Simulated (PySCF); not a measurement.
**Geometry relaxation of InPH6 (charge +1) (part 4 of 4)**

The same run, continued: InPH6, charge +1, multiplicity 2; HF/3-21G, UHF (PySCF 2.14.0). The atoms were displaced at random from an optimised geometry. The geometry is that of the parent species in another charge or spin state.

Geometry of the input (Å):
```
P  -0.6098  0.0222  -1.0329
In 0.8350  -0.1136  1.3515
H  -2.0072  -0.0899  -0.9825
H  -0.3269  -0.8093  -2.0561
H  -0.5154  1.2297  -1.8068
H  0.0125  1.2584  2.1085
H  2.3844  0.1515  0.6152
H  0.3399  -1.6935  1.7401
```

## Output, continued
```
       5   H                 0.00 -0.00 -0.00   -0.00  0.00  0.00   -0.00 -0.00 -0.00
       6   H                 0.00 -0.00  0.00   -0.00  0.00  0.00   -0.00 -0.00  0.00
       7   H                 0.00 -0.00  0.00   -0.00  0.00  0.00   -0.00 -0.00  0.00
temperature 298.1500 [K]
pressure 101325.00 [Pa]
Rotational constants [GHz] 25.11873 2.22306 2.18512
Symmetry number 1
Zero-point energy (ZPE) 0.04053 [Eh]   106416.242 [J/mol]
                           tot       elec      trans        rot        vib
Entropy [J/mol/K]       374.838      5.763    171.389    106.190     91.495
Cv [J/mol/K]             96.472      0.000     12.472     12.472     71.529
Cp [J/mol/K]            104.787      0.000     20.786     12.472     71.529
Internal energy [J/mol]                      3718.434   3718.434 119254.296
Internal energy [Eh]   -6056.80871  -6056.85696
Enthalpy [J/mol]                             6197.391   3718.434 119254.296
Enthalpy [Eh]          -6056.80776
Gibbs free energy [J/mol]                  -44902.224 -27942.156  91974.951
Gibbs free energy [Eh] -6056.85033
```

## Trajectory as extended XYZ (Å, eV, eV/Å), 24 frames, from step=0 to step=23
```
8
Properties=species:S:1:pos:R:3:forces:R:3 step=0 energy=-164813.92328
P    -0.6098    0.0222   -1.0329   -0.6878   1.9122  -0.0011
In    0.8350   -0.1136    1.3515    1.7015  -2.7448  -2.0397
H    -2.0072   -0.0899   -0.9825   -0.1099  -0.1005   0.1110
H    -0.3269   -0.8093   -2.0561    0.4742  -1.3184  -0.8425
H    -0.5154    1.2297   -1.8068    0.0162  -0.2572   0.5574
H     0.0125    1.2584    2.1085   -1.0458   2.0046   1.1551
H     2.3844    0.1515    0.6152    0.3380   0.8957   0.2372
H     0.3399   -1.6935    1.7401   -0.6863  -0.3917   0.8225
8
Properties=species:S:1:pos:R:3:forces:R:3 step=1 energy=-164814.62653
P    -0.6444    0.0278   -1.0860   -0.3273   0.6989  -0.2919
In    0.8513   -0.1954    1.2930    1.1177  -2.1846  -1.3567
H    -2.0453   -0.0817   -1.0131    0.0292  -0.1037   0.0653
H    -0.3440   -0.8533   -2.1288    0.1184  -0.3093   0.0393
H    -0.5346    1.2498   -1.7954    0.0499  -0.0997   0.2221
H     0.0609    1.3469    2.1582   -0.4706   1.0834   0.6234
H     2.4458    0.2359    0.6930   -0.1422   0.6155   0.2843
H     0.3225   -1.7746    1.8158   -0.3750   0.2995   0.4142
8
Properties=species:S:1:pos:R:3:forces:R:3 step=2 energy=-164815.14150
P    -0.6849    0.0259   -1.1524   -0.0221  -0.0372  -0.0023
In    0.8657   -0.3453    1.1673    0.5870  -1.0026  -0.5983
H    -2.0802   -0.1025   -1.0440    0.0427  -0.0396   0.0287
H    -0.3720   -0.8807   -2.1886   -0.0217   0.0890   0.1402
H    -0.5507    1.2676   -1.7863    0.0302   0.0656  -0.0550
H     0.2272    1.4128    2.1851   -0.2014   0.5339   0.3195
H     2.4147    0.3831    0.8714   -0.0746   0.3506  -0.0044
H     0.2925   -1.8054    1.8843   -0.3399   0.0404   0.1716
8
Properties=species:S:1:pos:R:3:forces:R:3 step=3 energy=-164815.31191
P    -0.6817    0.0127   -1.1673    0.0919  -0.0847   0.0131
In    0.8970   -0.4683    1.0604    0.3270  -0.3970   0.0589
H    -2.0674   -0.1389   -1.0186   -0.0154   0.0153  -0.0005
H    -0.3732   -0.8836   -2.2068   -0.0525   0.0888  -0.0160
H    -0.5412    1.2734   -1.7632   -0.0282  -0.0022  -0.0551
H     0.3464    1.4658    2.1840   -0.1752   0.3088   0.2130
H     2.3271    0.5180    0.9513   -0.0581  -0.0107  -0.1402
H     0.2054   -1.8236    1.8971   -0.0895   0.0817  -0.0731
8
Properties=species:S:1:pos:R:3:forces:R:3 step=4 energy=-164815.37019
P    -0.6578    0.0060   -1.1519    0.0588  -0.0354   0.0150
In    0.9399   -0.5069    1.0560    0.2076  -0.2175   0.0186
H    -2.0407   -0.1436   -0.9801   -0.0321   0.0238  -0.0173
H    -0.3726   -0.8773   -2.2042   -0.0404   0.0209  -0.0760
H    -0.5231    1.2693   -1.7444   -0.0374   0.0040  -0.0350
H     0.2710    1.5098    2.1926   -0.1492   0.2275   0.1646
H     2.3274    0.5178    0.8914    0.0261  -0.0377  -0.0703
H     0.1682   -1.8194    1.8773   -0.0334   0.0144   0.0004
8
Properties=species:S:1:pos:R:3:forces:R:3 step=5 energy=-164815.43039
P    -0.6232   -0.0033   -1.1409    0.0356   0.0384   0.0479
In    1.0318   -0.5631    1.0660   -0.0164  -0.0086  -0.1425
H    -2.0039   -0.1344   -0.9312   -0.0293   0.0172  -0.0142
H    -0.3981   -0.8605   -2.2248   -0.0113  -0.0710  -0.1087
H    -0.5048    1.2641   -1.7335   -0.0197   0.0007   0.0230
H     0.0834    1.5751    2.2290   -0.0849   0.1157   0.0888
H     2.3827    0.4743    0.7919    0.0984  -0.0428   0.0283
H     0.1447   -1.7966    1.8803    0.0277  -0.0495   0.0775
8
Properties=species:S:1:pos:R:3:forces:R:3 step=6 energy=-164815.44814
P    -0.6117   -0.0072   -1.1458    0.0125   0.0145   0.0182
In    1.0707   -0.5800    1.0612   -0.0648   0.0370  -0.1671
H    -1.9923   -0.1226   -0.9180   -0.0086   0.0057   0.0007
H    -0.4216   -0.8552   -2.2470   -0.0005  -0.0477  -0.0512
H    -0.4997    1.2633   -1.7340    0.0040   0.0038   0.0307
H    -0.0206    1.5973    2.2645   -0.0548   0.0767   0.0599
H     2.4320    0.4357    0.7543    0.0722  -0.0462   0.0416
H     0.1554   -1.7757    1.9017    0.0399  -0.0438   0.0673
8
Properties=species:S:1:pos:R:3:forces:R:3 step=7 energy=-164815.46375
P    -0.6009   -0.0118   -1.1572   -0.0188  -0.0140  -0.0193
In    1.1063   -0.5897    1.0394   -0.0836   0.0219  -0.1297
H    -1.9800   -0.1055   -0.9044    0.0135  -0.0052   0.0138
H    -0.4524   -0.8524   -2.2749    0.0146  -0.0028   0.0228
H    -0.4886    1.2636   -1.7353    0.0235  -0.0002   0.0232
H    -0.1550    1.6181    2.3247   -0.0244   0.0426   0.0317
H     2.4992    0.3753    0.7090    0.0398  -0.0220   0.0276
H     0.1837   -1.7420    1.9354    0.0354  -0.0203   0.0301
8
Properties=species:S:1:pos:R:3:forces:R:3 step=8 energy=-164815.47018
P    -0.5956   -0.0152   -1.1651   -0.0269  -0.0149  -0.0199
In    1.1195   -0.5926    1.0116   -0.0362   0.0107  -0.0690
H    -1.9719   -0.0948   -0.8933    0.0150  -0.0058   0.0098
H    -0.4686   -0.8533   -2.2880    0.0186   0.0105   0.0374
H    -0.4743    1.2632   -1.7340    0.0195  -0.0011   0.0085
H    -0.2433    1.6314    2.3751   -0.0093   0.0268   0.0170
H     2.5404    0.3324    0.6755    0.0026  -0.0128   0.0104
H     0.2061   -1.7156    1.9550    0.0167  -0.0134   0.0058
8
Properties=species:S:1:pos:R:3:forces:R:3 step=9 energy=-164815.47214
P    -0.5936   -0.0169   -1.1686   -0.0197   0.0006  -0.0065
In    1.1216   -0.5931    0.9902   -0.0144  -0.0164  -0.0086
H    -1.9676   -0.0903   -0.8870    0.0059  -0.0022  -0.0005
H    -0.4717   -0.8558   -2.2899    0.0128   0.0034   0.0188
H    -0.4629    1.2622   -1.7329    0.0065  -0.0024  -0.0011
H    -0.2882    1.6430    2.4116   -0.0026   0.0192   0.0096
H     2.5564    0.3088    0.6522    0.0038   0.0045  -0.0032
H     0.2182   -1.7022    1.9612    0.0076  -0.0068  -0.0087
8
Properties=species:S:1:pos:R:3:forces:R:3 step=10 energy=-164815.47260
P    -0.5945   -0.0173   -1.1696   -0.0088   0.0092   0.0050
In    1.1195   -0.5939    0.9825    0.0103  -0.0098   0.0051
H    -1.9681   -0.0902   -0.8883   -0.0008   0.0000  -0.0055
H    -0.4686   -0.8583   -2.2878    0.0064  -0.0046   0.0013
H    -0.4593    1.2611   -1.7342   -0.0008  -0.0020  -0.0035
H    -0.2955    1.6516    2.4312   -0.0007   0.0160   0.0069
H     2.5579    0.3035    0.6434   -0.0066   0.0013  -0.0028
H     0.2210   -1.7010    1.9597    0.0010  -0.0101  -0.0066
8
Properties=species:S:1:pos:R:3:forces:R:3 step=11 energy=-164815.47303
P    -0.5970   -0.0174   -1.1712    0.0046   0.0120   0.0144
In    1.1157   -0.5953    0.9773    0.0092  -0.0122   0.0181
H    -1.9711   -0.0919   -0.8950   -0.0062   0.0016  -0.0082
H    -0.4622   -0.8618   -2.2849   -0.0015  -0.0100  -0.0143
H    -0.4581    1.2594   -1.7380   -0.0063  -0.0010  -0.0040
H    -0.2899    1.6652    2.4556    0.0005   0.0126   0.0045
H     2.5529    0.3028    0.6375    0.0002   0.0057  -0.0036
H     0.2220   -1.7054    1.9556   -0.0004  -0.0087  -0.0068
8
Properties=species:S:1:pos:R:3:forces:R:3 step=12 energy=-164815.47349
P    -0.6013   -0.0179   -1.1737    0.0162   0.0070   0.0158
In    1.1097   -0.5976    0.9755    0.0149   0.0002   0.0147
H    -1.9772   -0.0959   -0.9085   -0.0082   0.0022  -0.0062
H    -0.4536   -0.8666   -2.2824   -0.0085  -0.0101  -0.0225
H    -0.4600    1.2566   -1.7447   -0.0081   0.0005  -0.0021
H    -0.2693    1.6853    2.4867    0.0011   0.0086   0.0020
H     2.5431    0.3078    0.6359   -0.0045   0.0009   0.0007
H     0.2210   -1.7162    1.9481   -0.0028  -0.0092  -0.0025
8
Properties=species:S:1:pos:R:3:forces:R:3 step=13 energy=-164815.47379
P    -0.6047   -0.0193   -1.1766    0.0166  -0.0038   0.0054
In    1.1049   -0.5999    0.9772   -0.0008   0.0006   0.0098
H    -1.9824   -0.1007   -0.9215   -0.0049   0.0014  -0.0001
H    -0.4483   -0.8697   -2.2834   -0.0098  -0.0034  -0.0159
H    -0.4641    1.2541   -1.7505   -0.0049   0.0017   0.0009
H    -0.2441    1.7041    2.5103    0.0008   0.0056   0.0005
H     2.5319    0.3154    0.6404    0.0033   0.0030   0.0018
H     0.2190   -1.7285    1.9409   -0.0004  -0.0050  -0.0024
8
Properties=species:S:1:pos:R:3:forces:R:3 step=14 energy=-164815.47396
P    -0.6061   -0.0214   -1.1791    0.0096  -0.0103  -0.0068
In    1.1020   -0.6018    0.9798   -0.0026   0.0061  -0.0004
H    -1.9848   -0.1047   -0.9288   -0.0002   0.0004   0.0053
H    -0.4476   -0.8708   -2.2873   -0.0064   0.0029  -0.0043
H    -0.4677    1.2523   -1.7530   -0.0006   0.0017   0.0032
H    -0.2252    1.7177    2.5220    0.0002   0.0038  -0.0001
H     2.5249    0.3221    0.6478   -0.0003  -0.0010   0.0038
H     0.2169   -1.7378    1.9355    0.0003  -0.0036  -0.0008
8
Properties=species:S:1:pos:R:3:forces:R:3 step=15 energy=-164815.47407
P    -0.6060   -0.0241   -1.1814    0.0013  -0.0108  -0.0135
In    1.1004   -0.6035    0.9813   -0.0088   0.0024  -0.0033
H    -1.9848   -0.1082   -0.9308    0.0031  -0.0005   0.0075
H    -0.4496   -0.8704   -2.2927   -0.0020   0.0060   0.0050
H    -0.4700    1.2511   -1.7528    0.0023   0.0011   0.0037
H    -0.2131    1.7287    2.5265   -0.0003   0.0026  -0.0004
H     2.5203    0.3267    0.6557    0.0024   0.0001   0.0026
H     0.2152   -1.7447    1.9310    0.0019  -0.0010  -0.0015
8
Properties=species:S:1:pos:R:3:forces:R:3 step=16 energy=-164815.47415
P    -0.6051   -0.0268   -1.1832   -0.0039  -0.0051  -0.0115
In    1.0991   -0.6052    0.9814   -0.0047   0.0015  -0.0049
H    -1.9834   -0.1111   -0.9290    0.0036  -0.0010   0.0057
H    -0.4524   -0.8694   -2.2978    0.0014   0.0047   0.0079
H    -0.4709    1.2504   -1.7506    0.0027   0.0002   0.0023
H    -0.2068    1.7381    2.5267   -0.0006   0.0015  -0.0007
H     2.5179    0.3294    0.6626   -0.0002  -0.0013   0.0019
H     0.2138   -1.7499    1.9267    0.0017  -0.0005  -0.0007
8
Properties=species:S:1:pos:R:3:forces:R:3 step=17 energy=-164815.47418
P    -0.6043   -0.0281   -1.1838   -0.0036   0.0006  -0.0040
In    1.0987   -0.6062    0.9805   -0.0028  -0.0016  -0.0020
H    -1.9818   -0.1125   -0.9257    0.0017  -0.0007   0.0020
H    -0.4538   -0.8686   -2.2999    0.0018   0.0014   0.0044
H    -0.4708    1.2505   -1.7482    0.0011  -0.0004   0.0004
H    -0.2064    1.7432    2.5241   -0.0006   0.0010  -0.0008
H     2.5173    0.3297    0.6658    0.0009  -0.0001   0.0006
H     0.2134   -1.7524    1.9241    0.0014  -0.0002  -0.0006
8
Properties=species:S:1:pos:R:3:forces:R:3 step=18 energy=-164815.47419
P    -0.6040   -0.0281   -1.1834   -0.0015   0.0030   0.0014
In    1.0986   -0.6069    0.9799    0.0005  -0.0012  -0.0006
H    -1.9811   -0.1128   -0.9237    0.0001  -0.0002  -0.0004
H    -0.4539   -0.8682   -2.2996    0.0009  -0.0007   0.0005
H    -0.4705    1.2509   -1.7469   -0.0003  -0.0004  -0.0006
H    -0.2080    1.7450    2.5209   -0.0005   0.0008  -0.0008
H     2.5176    0.3292    0.6665    0.0000  -0.0005   0.0005
H     0.2136   -1.7536    1.9230    0.0007  -0.0008   0.0000
8
Properties=species:S:1:pos:R:3:forces:R:3 step=19 energy=-164815.47420
P    -0.6038   -0.0276   -1.1826    0.0004   0.0034   0.0045
In    1.0988   -0.6076    0.9796    0.0013  -0.0013   0.0006
H    -1.9807   -0.1128   -0.9220   -0.0010   0.0001  -0.0017
H    -0.4537   -0.8677   -2.2987    0.0000  -0.0017  -0.0021
H    -0.4704    1.2514   -1.7458   -0.0010  -0.0003  -0.0010
H    -0.2101    1.7463    2.5168   -0.0004   0.0006  -0.0007
H     2.5181    0.3284    0.6671    0.0003  -0.0001   0.0003
H     0.2141   -1.7550    1.9223    0.0004  -0.0008   0.0001
8
Properties=species:S:1:pos:R:3:forces:R:3 step=20 energy=-164815.47421
P    -0.6037   -0.0268   -1.1810    0.0019   0.0025   0.0061
In    1.0996   -0.6089    0.9798    0.0023  -0.0006   0.0013
H    -1.9803   -0.1126   -0.9197   -0.0017   0.0005  -0.0025
H    -0.4534   -0.8668   -2.2971   -0.0009  -0.0021  -0.0040
H    -0.4706    1.2523   -1.7440   -0.0013   0.0000  -0.0010
H    -0.2134    1.7486    2.5092   -0.0003   0.0004  -0.0004
H     2.5189    0.3272    0.6684    0.0001  -0.0001   0.0001
H     0.2153   -1.7576    1.9213    0.0000  -0.0008   0.0004
8
Properties=species:S:1:pos:R:3:forces:R:3 step=21 energy=-164815.47422
P    -0.6035   -0.0260   -1.1793    0.0017   0.0007   0.0045
In    1.1007   -0.6105    0.9803    0.0016  -0.0002   0.0013
H    -1.9801   -0.1122   -0.9177   -0.0014   0.0006  -0.0020
H    -0.4535   -0.8656   -2.2957   -0.0011  -0.0012  -0.0033
H    -0.4709    1.2533   -1.7420   -0.0007   0.0002  -0.0005
H    -0.2171    1.7512    2.5007   -0.0002   0.0002  -0.0001
H     2.5200    0.3260    0.6699    0.0002   0.0002  -0.0001
H     0.2167   -1.7606    1.9205   -0.0001  -0.0004   0.0003
8
Properties=species:S:1:pos:R:3:forces:R:3 step=22 energy=-164815.47422
P    -0.6034   -0.0258   -1.1783    0.0004  -0.0006   0.0014
In    1.1015   -0.6115    0.9809    0.0006   0.0001   0.0005
H    -1.9800   -0.1118   -0.9170   -0.0005   0.0003  -0.0008
H    -0.4539   -0.8649   -2.2953   -0.0005  -0.0002  -0.0012
H    -0.4710    1.2537   -1.7408    0.0001   0.0002   0.0001
H    -0.2193    1.7527    2.4962   -0.0001   0.0001   0.0000
H     2.5207    0.3253    0.6707   -0.0001   0.0001  -0.0002
H     0.2177   -1.7622    1.9204    0.0000  -0.0001   0.0002
8
Properties=species:S:1:pos:R:3:forces:R:3 step=23 energy=-164815.47422
P    -0.6033   -0.0259   -1.1781   -0.0003  -0.0007  -0.0003
In    1.1018   -0.6118    0.9811   -0.0001   0.0000   0.0001
H    -1.9801   -0.1116   -0.9171    0.0000   0.0001  -0.0001
H    -0.4541   -0.8647   -2.2955   -0.0001   0.0003   0.0001
H    -0.4709    1.2537   -1.7403    0.0004   0.0001   0.0003
H    -0.2200    1.7530    2.4955    0.0000   0.0000   0.0000
H     2.5208    0.3252    0.6706   -0.0001   0.0001  -0.0002
H     0.2181   -1.7625    1.9207    0.0001   0.0001   0.0000
```

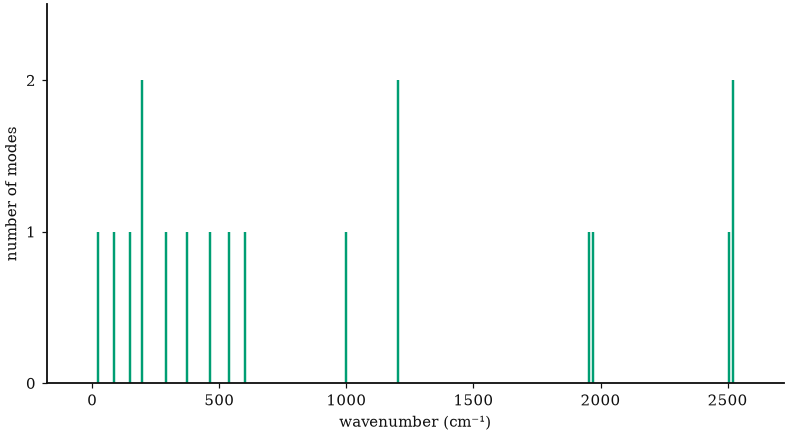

Fig. 1: Harmonic vibrational wavenumbers from the force constants; neighbouring modes closer than 11 cm⁻¹ are counted in one stick. 18 modes from 21 to 2523 cm⁻¹, none imaginary.

## Summary

| quantity | value |
| --- | --- |
| outcome | converged |
| total energy | −6056.856962 hartree |
| basis functions | 56 |
| ⟨S²⟩ | 0.750 |
| zero-point energy | 0.040532 hartree |
| wavenumbers, lowest and highest | 21 and 2523 cm⁻¹ |
| wall time | 60 s |
| peak memory | 0.16 GiB |

## Remarks

Further notes kept with the run: dipole of an ion depends on the origin; no relativistic term for heavy atoms.
